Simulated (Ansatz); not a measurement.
**BH3 (triplet): correlated methods under varied settings at a displaced geometry (v1)**

Aim: run BH3 (triplet) at one geometry under a spread of methods and options, and see what each costs and gives.

Method: the settings change from run to run; program: Ansatz 0.2.0, Gaussian basis.

29 further runs of the same task are left out: 6 for a known fault of the program, 9 that didn't finish, 14 set aside as unsound or not needed.

## 1. The system

The geometry is a PBE0/def2-TZVP stationary point (not a proven minimum) with its atoms shifted at random (size 0.040 Å).

4 atoms, charge 0, spin multiplicity 3.

Atoms are counted from 1 here; the program's logs count them from 0.

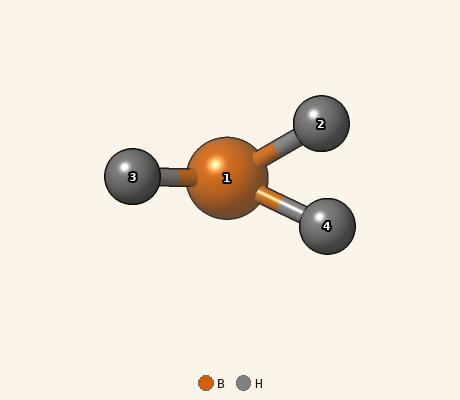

The structure; boron orange, hydrogen grey; atoms are numbered from 1 in the order of the file.

## 2. MRCISD+Q(2,5)/6-31G*

The input, in.yaml:

```yaml
crystal:
  periodic: [false, false, false]
  atoms:
    - {symbol: B, position_ang: [-0.114206, -0.000529, 0.095527]}
    - {symbol: H, position_ang: [0.311271, 0.522407, -0.996565]}
    - {symbol: H, position_ang: [0.657304, 0.042583, 0.981331]}
    - {symbol: H, position_ang: [0.256375, -0.559318, -1.009377]}
basis:
  gaussian: {orbitals: "6-31G*"}
magnetization: {spin_polarized: false, initial_magnetization: 2}
correlation: {method: fic_mrcisd_q, electrons: outside_noble_gas, active_space: {window: {electrons: 2, orbitals: 5}}}
scf: {lower_state_search: full}
```

Started as:

```
ansatz run in.yaml --threads 1 --pin off --events-out ev --progress --plain --max-ram 2393MiB
```

The program printed, cut to the lines that bear on the results:

```text
Functional definition: HF
  name "HF"
  cite "Fock, Z. Phys. 61, 126 (1930) doi:10.1007/BF01340294"
  parent pbe
[...]
235 factors; integrals over basis functions are off by at most 6.3e-4 eV
[...]
mean field -714.23197753 eV, -26.2475410505 hartree, gradient 4.6e-6 eV, S^2 2.000000; 4 other end points of the search recorded, 0 dependent functions left out
reference -714.23197753 eV, -26.2475410505 hartree; 5, 3 occupied and 16, 18 virtual orbitals, 235 factors
state -714.31269496 eV, -26.2505073611 hartree
contracted CI cycle   1: correlation 0.00000000 eV, 0.0000000000 hartree, residual 1.17e1 eV
contracted CI cycle   2: correlation -2.17136591 eV, -0.0797962254 hartree, residual 2.22e0 eV
contracted CI cycle   3: correlation -2.26523663 eV, -0.0832459107 hartree, residual 6.36e-1 eV
contracted CI cycle   4: correlation -2.27269776 eV, -0.0835201022 hartree, residual 1.60e-1 eV
contracted CI cycle   5: correlation -2.27314972 eV, -0.0835367116 hartree, residual 4.63e-2 eV
contracted CI cycle   6: correlation -2.27319223 eV, -0.0835382735 hartree, residual 1.47e-2 eV
contracted CI cycle   7: correlation -2.27319634 eV, -0.0835384248 hartree, residual 4.74e-3 eV
contracted CI cycle   8: correlation -2.27319674 eV, -0.0835384393 hartree, residual 1.47e-3 eV
contracted CI cycle   9: correlation -2.27319678 eV, -0.0835384408 hartree, residual 4.64e-4 eV
state -714.31269496 eV, -26.2505073611 hartree; corrected -716.69108419 eV, -26.3379115533 hartree
WARN: 1 active orbitals are nearly empty or full. The corrections depend on them more than the energy does, and are more stable in an active space without them
Total energy: -716.69108419 eV, -26.3379115533 hartree
```

Wall time 0.63 s (1 thread of Intel Xeon Platinum 8259CL at 2.50GHz, shared host).

From the report: 25 determinants; active occupations 1.00, 1.00, 0.00, 0.00, 0.00. The report marks this result as in doubt.

## 3. HF/cc-pVDZ

The input, in.yaml:

```yaml
crystal:
  periodic: [false, false, false]
  atoms:
    - {symbol: B, position_ang: [-0.114206, -0.000529, 0.095527]}
    - {symbol: H, position_ang: [0.311271, 0.522407, -0.996565]}
    - {symbol: H, position_ang: [0.657304, 0.042583, 0.981331]}
    - {symbol: H, position_ang: [0.256375, -0.559318, -1.009377]}
basis:
  gaussian: {orbitals: cc-pVDZ}
magnetization: {spin_polarized: true, initial_magnetization: 2}
hamiltonian: {xc: hf}
accuracy: high
scf: {lower_state_search: off}
output: {forces: true, orbitals: {seedname: orbitals}}
```

Launched as before.

The program printed, cut to the lines that bear on the results:

```text
Functional definition: HF
  name "HF"
  cite "Fock, Z. Phys. 61, 126 (1930) doi:10.1007/BF01340294"
  parent pbe
[...]
611 factors; integrals over basis functions are off by at most 2.4e-9 eV
[...]
mean field -714.58704784 eV, -26.2605896434 hartree, gradient 1.6e-8 eV, S^2 2.006507; 0 other end points of the search recorded, 0 dependent functions left out
[...]
reference -714.58704784 eV, -26.2605896434 hartree; 5, 3 occupied and 24, 26 virtual orbitals, 611 factors
Total energy: -714.58704784 eV, -26.2605896434 hartree
Atom 0 at    -0.114206    -0.000529     0.095527 Å, force    -0.235208     0.047534    -0.281556 eV/Å
Atom 1 at     0.311271     0.522407    -0.996565 Å, force    -0.076335    -0.066268    -0.199934 eV/Å
Atom 2 at     0.657304     0.042583     0.981331 Å, force     0.255998    -0.096443     0.387582 eV/Å
Atom 3 at     0.256375    -0.559318    -1.009377 Å, force     0.055545     0.115177     0.093908 eV/Å
Dipole moment:     0.150886    -0.010424    -0.269541 e Å
Checks for a lower state left out: stability, starts, cluster_reference, orbital_swaps, neighbouring_geometries, increment
```

Run time: 0.36 s. Hardware: 1 thread of Intel Xeon Platinum 8259CL at 2.50GHz, shared host.

From the report: ⟨S²⟩ of the determinant 2.007 (pure triplet: 2.00).

## 4. BCCD on UHF/def2-SVP

in.yaml, as its differences from that of step 3:

```diff
@@ -8,7 +8,5 @@
 basis:
-  gaussian: {orbitals: cc-pVDZ}
+  gaussian: {orbitals: def2-SVP}
 magnetization: {spin_polarized: true, initial_magnetization: 2}
-hamiltonian: {xc: hf}
-accuracy: high
-scf: {lower_state_search: off}
-output: {forces: true, orbitals: {seedname: orbitals}}
+correlation: {method: bccd, electrons: outside_noble_gas}
+output: {forces: true}
```

Launched as before.

The program printed, cut to the lines that bear on the results:

```text
Functional definition: HF
  name "HF"
  cite "Fock, Z. Phys. 61, 126 (1930) doi:10.1007/BF01340294"
  parent pbe
[...]
302 factors; integrals over basis functions are off by at most 1.0e-3 eV
[...]
mean field -714.02765978 eV, -26.2400325116 hartree, gradient 1.6e-6 eV, S^2 2.006201; 0 other end points of the search recorded, 0 dependent functions left out
1 core orbitals not correlated: weight in the atoms' cores, before any rotation towards them, 1.000 or more for the frozen orbitals, at most 0.000 for the correlated occupied ones
reference -714.02765978 eV, -26.2400325116 hartree; 4, 2 occupied and 24, 26 virtual orbitals, 302 factors
second order -2.30264007 eV of doubles, -0.00000000 eV of singles
cycle   1  -2.72858201 eV  change   -4.3e-1 eV  update   4.2e-2
[...]
cycle  10  -2.86793239 eV  change   -1.4e-6 eV  update   1.5e-6
[...]
Total energy: -716.89559217 eV, -26.3454270831 hartree
Atom 0 at    -0.114206    -0.000529     0.095527 Å, force    -0.359315     0.035743    -0.360129 eV/Å
Atom 1 at     0.311271     0.522407    -0.996565 Å, force    -0.059583    -0.006135    -0.211488 eV/Å
Atom 2 at     0.657304     0.042583     0.981331 Å, force     0.364787    -0.080027     0.515223 eV/Å
Atom 3 at     0.256375    -0.559318    -1.009377 Å, force     0.054111     0.050418     0.056394 eV/Å
Dipole moment:     0.174126    -0.010870    -0.280245 e Å
```

Run time: 1.1 s. Hardware: 1 thread of Intel Xeon Platinum 8259CL at 2.50GHz, shared host.

From the report: ⟨S²⟩ of the determinant 2.006 (pure triplet: 2.00); correlation -2.8679 eV; largest double amplitude 0.04.

## 5. CASCI(2,4)/cc-pVDZ

in.yaml, as its differences from that of step 4:

```diff
@@ -8,5 +8,5 @@
 basis:
-  gaussian: {orbitals: def2-SVP}
-magnetization: {spin_polarized: true, initial_magnetization: 2}
-correlation: {method: bccd, electrons: outside_noble_gas}
+  gaussian: {orbitals: cc-pVDZ}
+magnetization: {spin_polarized: false, initial_magnetization: 2}
+correlation: {active_space: {window: {electrons: 2, orbitals: 4}, fixed_orbitals: true}}
 output: {forces: true}
```

The command is unchanged.

The program printed, cut to the lines that bear on the results:

```text
Functional definition: HF
  name "HF"
  cite "Fock, Z. Phys. 61, 126 (1930) doi:10.1007/BF01340294"
  parent pbe
[...]
261 factors; integrals over basis functions are off by at most 1.3e-3 eV
[...]
mean field -714.51533516 eV, -26.2579542512 hartree, gradient 1.3e-6 eV, S^2 2.000000; 0 other end points of the search recorded, 0 dependent functions left out
reference -714.51533516 eV, -26.2579542512 hartree; 5, 3 occupied and 24, 26 virtual orbitals, 261 factors
state -714.51881652 eV, -26.2580821887 hartree
[...]
Total energy: -714.51881652 eV, -26.2580821887 hartree
Atom 0 at    -0.114206    -0.000529     0.095527 Å, force    -0.307262     0.065456    -0.150298 eV/Å
Atom 1 at     0.311271     0.522407    -0.996565 Å, force    -0.054429    -0.109716    -0.245431 eV/Å
Atom 2 at     0.657304     0.042583     0.981331 Å, force     0.264125    -0.103049     0.357616 eV/Å
Atom 3 at     0.256375    -0.559318    -1.009377 Å, force     0.097566     0.147309     0.038113 eV/Å
Dipole moment:     0.150735    -0.010476    -0.270241 e Å
```

Wall time 0.18 s (1 thread of Intel Xeon Platinum 8259CL at 2.50GHz, shared host).

From the report: 16 determinants; active occupations 1.00, 1.00, 0.00, 0.00.

## 6. CASSCF(2,9)/6-31++G**

in.yaml, as its differences from that of step 5:

```diff
@@ -8,5 +8,4 @@
 basis:
-  gaussian: {orbitals: cc-pVDZ}
+  gaussian: {orbitals: "6-31++G**"}
 magnetization: {spin_polarized: false, initial_magnetization: 2}
-correlation: {active_space: {window: {electrons: 2, orbitals: 4}, fixed_orbitals: true}}
-output: {forces: true}
+correlation: {active_space: {window: {electrons: 2, orbitals: 9}}}
```

Launched as before.

The program printed:

```text
Functional definition: HF
  name "HF"
  cite "Fock, Z. Phys. 61, 126 (1930) doi:10.1007/BF01340294"
  parent pbe
  exchange = exact_x
  correlation = 0
340 factors; integrals over basis functions are off by at most 1.3e-3 eV
mean field evaluation 1: about -713.5731 eV, gradient 1.1e1 eV
mean field evaluation 2: about -713.5765 eV, gradient 1.1e1 eV
mean field evaluation 4: about -714.5096 eV, gradient 5.7e-1 eV
mean field evaluation 8: about -714.5129 eV, gradient 5.8e-4 eV
mean field -714.51291103 eV, -26.2578651660 hartree, gradient 3.0e-6 eV, S^2 2.000000; 0 other end points of the search recorded, 0 dependent functions left out
reference -714.51291103 eV, -26.2578651660 hartree; 5, 3 occupied and 32, 34 virtual orbitals, 340 factors
state -714.65823563 eV, -26.2632057468 hartree
Total energy: -714.65823563 eV, -26.2632057468 hartree
```

Wall time 1.8 s (1 thread of Intel Xeon Platinum 8259CL at 2.50GHz, shared host).

From the report: 81 determinants; active occupations 1.00, 1.00, 0.00, 0.00, 0.00, 0.00, 0.00, 0.00, 0.00.

## 7. CCSD on ROHF/def2-TZVP

in.yaml, as its differences from that of step 6:

```diff
@@ -8,4 +8,5 @@
 basis:
-  gaussian: {orbitals: "6-31++G**"}
+  gaussian: {orbitals: def2-TZVP}
 magnetization: {spin_polarized: false, initial_magnetization: 2}
-correlation: {active_space: {window: {electrons: 2, orbitals: 9}}}
+correlation: {method: ccsd, electrons: outside_noble_gas, diis_vectors: 2}
+scf: {omitted_lower_state_checks: [cluster_reference]}
```

Launched as before.

The program printed, cut to the lines that bear on the results:

```text
Functional definition: HF
  name "HF"
  cite "Fock, Z. Phys. 61, 126 (1930) doi:10.1007/BF01340294"
  parent pbe
[...]
344 factors; integrals over basis functions are off by at most 8.9e-4 eV
[...]
mean field -714.75142459 eV, -26.2666303779 hartree, gradient 2.4e-6 eV, S^2 2.000000; 0 other end points of the search recorded, 0 dependent functions left out
1 core orbitals not correlated: weight in the atoms' cores, before any rotation towards them, 1.000 or more for the frozen orbitals, at most 0.000 for the correlated occupied ones
reference -714.75142459 eV, -26.2666303779 hartree; 4, 2 occupied and 44, 46 virtual orbitals, 344 factors
second order -2.68241278 eV of doubles, -0.04838230 eV of singles
cycle   1  -3.14942090 eV  change   -4.2e-1 eV  update   4.4e-2
[...]
cycle  10  -3.29502212 eV  change   -7.9e-7 eV  update   5.2e-6
Total energy: -718.04644672 eV, -26.3877202075 hartree
Checks for a lower state left out: cluster_reference
```

Wall time 0.66 s (1 thread of Intel Xeon Platinum 8259CL at 2.50GHz, shared host).

From the report: correlation -3.2950 eV; T1 0.016; largest double amplitude 0.03.

## 8. CCSD on ROHF/cc-pVDZ

in.yaml, as its differences from that of step 7:

```diff
@@ -8,5 +8,4 @@
 basis:
-  gaussian: {orbitals: def2-TZVP}
+  gaussian: {orbitals: cc-pVDZ, point_charges: [{charge: 1.00, position_ang: [5.284, 0.888, 0.965]}]}
 magnetization: {spin_polarized: false, initial_magnetization: 2}
-correlation: {method: ccsd, electrons: outside_noble_gas, diis_vectors: 2}
-scf: {omitted_lower_state_checks: [cluster_reference]}
+correlation: {method: ccsd, electrons: outside_noble_gas}
```

The command is unchanged.

The program printed, cut to the lines that bear on the results:

```text
Functional definition: HF
  name "HF"
  cite "Fock, Z. Phys. 61, 126 (1930) doi:10.1007/BF01340294"
  parent pbe
[...]
261 factors; integrals over basis functions are off by at most 1.3e-3 eV
[...]
mean field -714.51571749 eV, -26.2579683016 hartree, gradient 1.4e-6 eV, S^2 2.000000; 0 other end points of the search recorded, 0 dependent functions left out
[...]
1 core orbitals not correlated: weight in the atoms' cores, before any rotation towards them, 1.000 or more for the frozen orbitals, at most 0.000 for the correlated occupied ones
reference -714.51571749 eV, -26.2579683016 hartree; 4, 2 occupied and 24, 26 virtual orbitals, 261 factors
second order -2.33150360 eV of doubles, -0.04519929 eV of singles
cycle   1  -2.81622957 eV  change   -4.4e-1 eV  update   4.3e-2
[...]
cycle   9  -2.96096828 eV  change   -5.4e-6 eV  update   4.5e-6
Total energy: -717.47668577 eV, -26.3667818788 hartree
```

Run time: 0.3 s. Hardware: 1 thread of Intel Xeon Platinum 8259CL at 2.50GHz, shared host.

From the report: correlation -2.9610 eV; T1 0.014; largest double amplitude 0.03.

## 9. MP2 on UHF/6-31G

The input, in.yaml:

```yaml
crystal:
  periodic: [false, false, false]
  atoms:
    - {symbol: B, position_ang: [-0.114206, -0.000529, 0.095527]}
    - {symbol: H, position_ang: [0.311271, 0.522407, -0.996565]}
    - {symbol: H, position_ang: [0.657304, 0.042583, 0.981331]}
    - {symbol: H, position_ang: [0.256375, -0.559318, -1.009377]}
basis:
  gaussian: {orbitals: 6-31G}
magnetization: {spin_polarized: true, initial_magnetization: 2}
correlation: {method: mp2, electrons: valence}
scf: {lower_state_search: off}
output: {forces: true}
```

Launched as before.

The program printed, cut to the lines that bear on the results:

```text
Functional definition: HF
  name "HF"
  cite "Fock, Z. Phys. 61, 126 (1930) doi:10.1007/BF01340294"
  parent pbe
[...]
222 factors; integrals over basis functions are off by at most 5.0e-4 eV
[...]
mean field -713.84259548 eV, -26.2332315239 hartree, gradient 1.0e-6 eV, S^2 2.004851; 0 other end points of the search recorded, 0 dependent functions left out
1 core orbitals not correlated: weight in the atoms' cores, before any rotation towards them, 1.000 or more for the frozen orbitals, at most 0.000 for the correlated occupied ones
reference -713.84259548 eV, -26.2332315239 hartree; 4, 2 occupied and 10, 12 virtual orbitals, 222 factors
second order -1.36743425 eV of doubles, -0.00000000 eV of singles
[...]
Total energy: -715.21002972 eV, -26.2834838056 hartree
Atom 0 at    -0.114206    -0.000529     0.095527 Å, force    -0.225294     0.051869    -0.206837 eV/Å
Atom 1 at     0.311271     0.522407    -0.996565 Å, force    -0.064073    -0.052099    -0.197487 eV/Å
Atom 2 at     0.657304     0.042583     0.981331 Å, force     0.223538    -0.096208     0.322854 eV/Å
Atom 3 at     0.256375    -0.559318    -1.009377 Å, force     0.065829     0.096438     0.081470 eV/Å
Dipole moment:     0.145002    -0.009699    -0.268537 e Å
Checks for a lower state left out: starts, cluster_reference, orbital_swaps, neighbouring_geometries, increment
```

It took 0.15 s on 1 thread of Intel Xeon Platinum 8259CL at 2.50GHz, shared host.

From the report: ⟨S²⟩ of the determinant 2.005 (pure triplet: 2.00).

## 10. HF/6-31++G**

in.yaml, as its differences from that of step 9:

```diff
@@ -8,6 +8,6 @@
 basis:
-  gaussian: {orbitals: 6-31G}
+  gaussian: {orbitals: "6-31++G**"}
 magnetization: {spin_polarized: true, initial_magnetization: 2}
-correlation: {method: mp2, electrons: valence}
-scf: {lower_state_search: off}
-output: {forces: true}
+hamiltonian: {xc: hf}
+accuracy: high
+output: {forces: true, orbitals: {seedname: orbitals}}
```

Same command.

The program printed, cut to the lines that bear on the results:

```text
Functional definition: HF
  name "HF"
  cite "Fock, Z. Phys. 61, 126 (1930) doi:10.1007/BF01340294"
  parent pbe
[...]
742 factors; integrals over basis functions are off by at most 3.0e-9 eV
[...]
mean field -714.57441653 eV, -26.2601254514 hartree, gradient 2.7e-8 eV, S^2 2.005453; 0 other end points of the search recorded, 0 dependent functions left out
[...]
reference -714.57441653 eV, -26.2601254514 hartree; 5, 3 occupied and 32, 34 virtual orbitals, 742 factors
Total energy: -714.57441653 eV, -26.2601254514 hartree
Atom 0 at    -0.114206    -0.000529     0.095527 Å, force     0.067525     0.058382    -0.449618 eV/Å
Atom 1 at     0.311271     0.522407    -0.996565 Å, force    -0.154213    -0.279050    -0.004177 eV/Å
Atom 2 at     0.657304     0.042583     0.981331 Å, force     0.079741    -0.110078     0.162082 eV/Å
Atom 3 at     0.256375    -0.559318    -1.009377 Å, force     0.006947     0.330746     0.291713 eV/Å
Dipole moment:     0.150985    -0.010614    -0.267589 e Å
```

Run time: 0.51 s. Hardware: 1 thread of Intel Xeon Platinum 8259CL at 2.50GHz, shared host.

From the report: ⟨S²⟩ of the determinant 2.005 (pure triplet: 2.00).

## 11. All runs side by side

Where basis and cores are those of an earlier FCI/cc-pVDZ run (-717.5517 eV), and the state is the same kind, the miss against it is given. † marks a result that the program doubts.

```csv
level,correlated,functions,energy (eV),from FCI (meV),time
"MRCISD+Q(2,5)/6-31G* †",outside noble gas,21,-716.6911,,0.63 s
HF/cc-pVDZ,,29,-714.5870,2964.6,0.36 s
BCCD on UHF/def2-SVP,outside noble gas,29,-716.8956,,1.1 s
"CASCI(2,4)/cc-pVDZ",,29,-714.5188,3032.9,0.18 s
"CASSCF(2,9)/6-31++G**",,37,-714.6582,,1.8 s
CCSD on ROHF/def2-TZVP,outside noble gas,49,-718.0464,,0.66 s
CCSD on ROHF/cc-pVDZ (beside a point charge),outside noble gas,29,-717.4767,,0.3 s
MP2 on UHF/6-31G,valence,15,-715.2100,,0.15 s
HF/6-31++G**,,37,-714.5744,,0.51 s
```

## 12. Summary of results

```
quantity                         value
    runs                             9
quickest      MP2 on UHF/6-31G, 0.15 s
 slowest  CASSCF(2,9)/6-31++G**, 1.8 s
```

In words: Total energies in different bases, with other cores or another treatment of relativity can't be set against each other. CASSCF(2,9)/6-31++G** took 12 times as long as MP2 on UHF/6-31G; the jobs differ in more than the method. Hartree-Fock, CASSCF and CASCI lack dynamic correlation by design.
